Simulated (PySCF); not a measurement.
## A study: AlCl3, SMILES `Cl[Al](Cl)Cl`

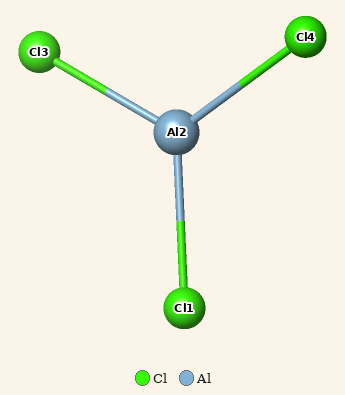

The molecule, with its atoms numbered as below. No frequency check shows the geometry to be a minimum.

Geometry (Å), atoms numbered from 1:

```
Cl1      1.0151    1.7579    0.0000
Al2     -0.0002    0.0000    0.0000
Cl3      1.0149   -1.7580    0.0000
Cl4     -2.0298    0.0001    0.0000
```

## 1. Bonding charge

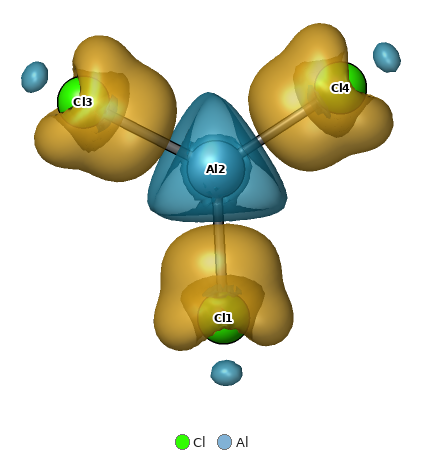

Deformation density (molecule less spherical, spin-averaged free atoms at the same positions), surfaces at ±0.04 e/Å³; yellow: gain, teal: loss.

Level of theory: B3LYP/def2-SVPD (PySCF), at a geometry from GFN2-xTB.

**How much density has each bond gained at its critical point, relative to the free atoms?**

Al2–Cl4, Cl1–Al2 and Al2–Cl3: +0.06 e/Å³ at the bond critical point (bond length 2.03 Å). In all, 0.9 electrons gather in the regions of gain relative to the promolecule. A small or negative value marks a very polar bond, one between electron-rich atoms, whose free-atom densities already overlap strongly, a long bond to a heavier atom, or a closed-shell contact such as a hydrogen bond.

**Where do the Hirshfeld charges lie?**

The highest Hirshfeld charge is on Al2 (+0.50 e), the lowest on Cl1, Cl3 and Cl4 (−0.17 e).

## 2. Bond critical points

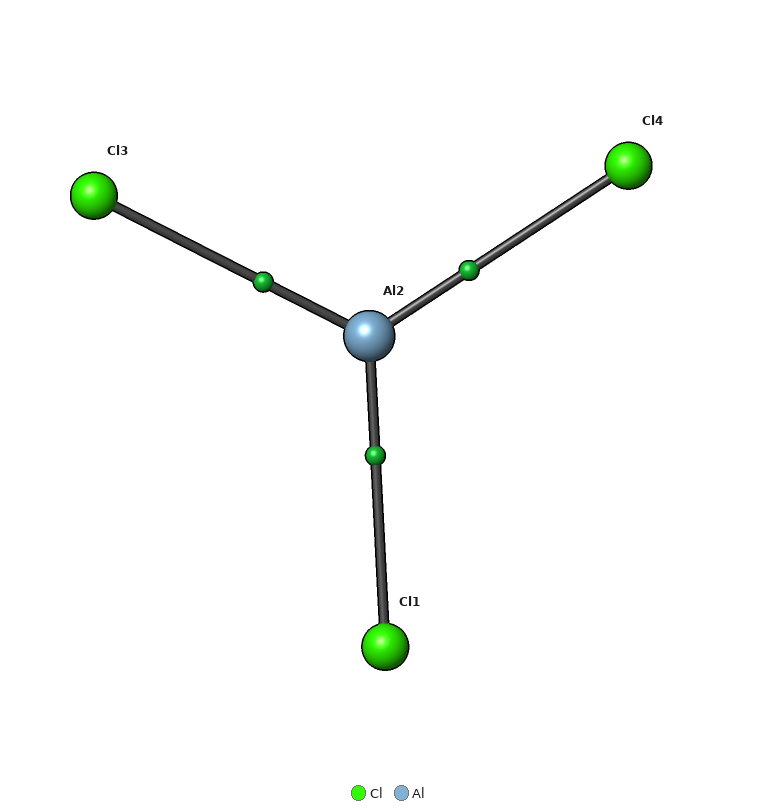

Molecular graph of the electron density (QTAIM): bond paths, bond critical points (green), ring points (magenta, if any); weak paths are dashed.

**How many critical points of each kind are there, and does the count close?**

4 nuclei, 3 bond, 0 ring and 0 cage critical points: 4 − 3 + 0 − 0 = 1, as the Poincaré–Hopf relation requires.

**Tabulate density, Laplacian, ellipticity and energy density at the bond critical points (atomic units).**

```json
{"bond": "Al2–Cl4 (3 alike)", "length (Å)": "2.030", "ρ (a.u.)": "0.079", "∇²ρ (a.u.)": "+0.40", "ε": "0.05", "H (a.u.)": "−0.014"}
```

**What kind of interaction is Al2–Cl4?**

Polar or intermediate (positive Laplacian, negative energy density H): ρ = 0.079, ∇²ρ = +0.40, H = −0.014 a.u.

## 3. Electrostatic potential

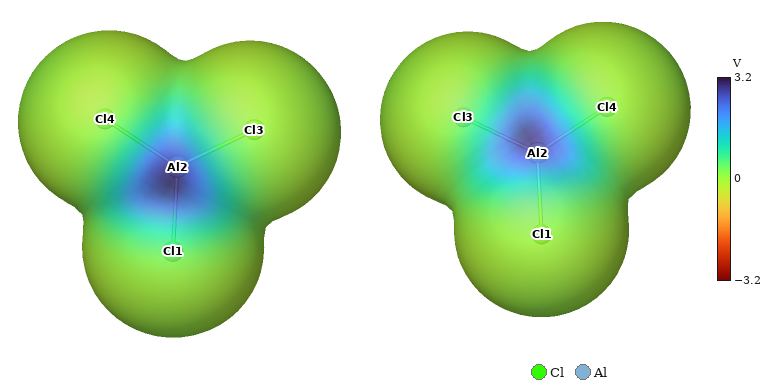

Electrostatic potential on the surface of electron density 0.001 a.u. (back view left, front view right).

**Where are the extremes of the potential on the surface?**

Highest: 3.11 V, off the molecular plane, over Al2 (1.8 Å), and at like points elsewhere. Further maxima include 0.10 V, 2.0 Å from Cl3, and at like points elsewhere. Lowest: −0.23 V, 2.1 Å from Cl1, and at like points elsewhere. The surface is sampled at points, so like sites can differ by a few per cent and only the strongest of them is named.

**Does Cl3 carry a σ-hole?**

Yes: a local maximum of +0.10 V lies on the extension of the Al2–Cl3 bond.

## 4. In an electric field

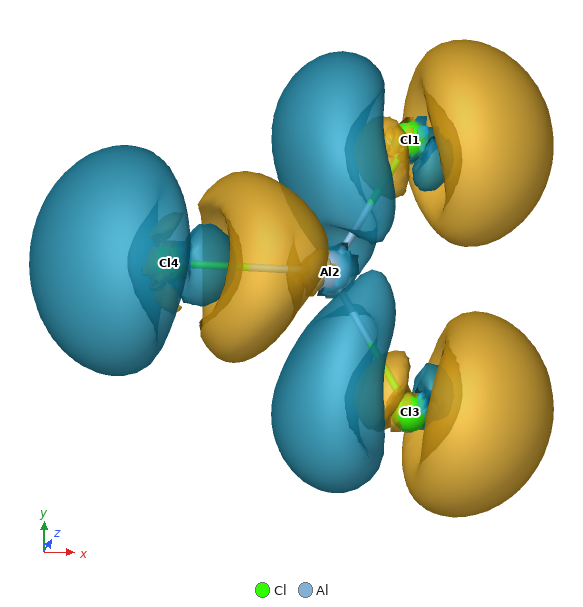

Change of the electron density in a uniform field of 0.21 V/Å, surfaces at ±0.001 e/Å³ (yellow: gain, teal: loss).

Computed with PySCF, B3LYP/def2-SVPD, geometry: GFN2-xTB.

The field was applied in both directions; the picture shows the one opposite to the script's first.

**Along which Cartesian direction does the field point?**

Along −x: electrons gather on the +x side, against the field.

**How large is the response?**

The induced dipole is 0.69 D (along the field); α along this axis, from the fields in both directions, is 68 bohr³ (10.0 Å³).

## 5. Removing or adding an electron

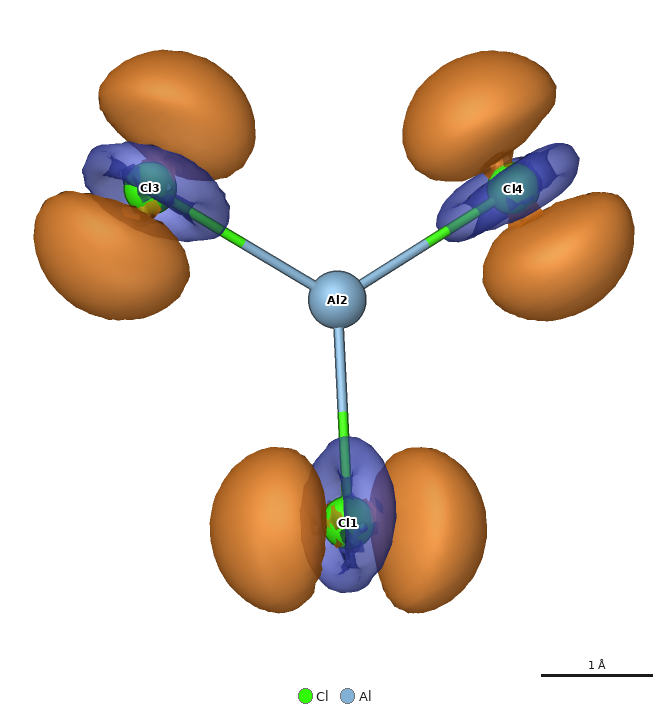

Fukui function f⁻ = ρ(N) − ρ(N−1) at fixed geometry, surfaces at ±0.03 e/Å³ (orange positive, blue negative).

PySCF calculation, B3LYP/def2-SVPD, gas phase; geometry: GFN2-xTB.

**On which atoms does the density change most on removal of an electron?**

f⁻ (Hirshfeld-condensed) is largest on Cl1, Cl3 and Cl4 (0.30 each); the vertical ionisation energy is 11.40 eV. Condensed values hint at sites of electrophilic attack but needn't mark the atom that reacts. Orbital relaxation makes it negative in places (0.11 e in all).
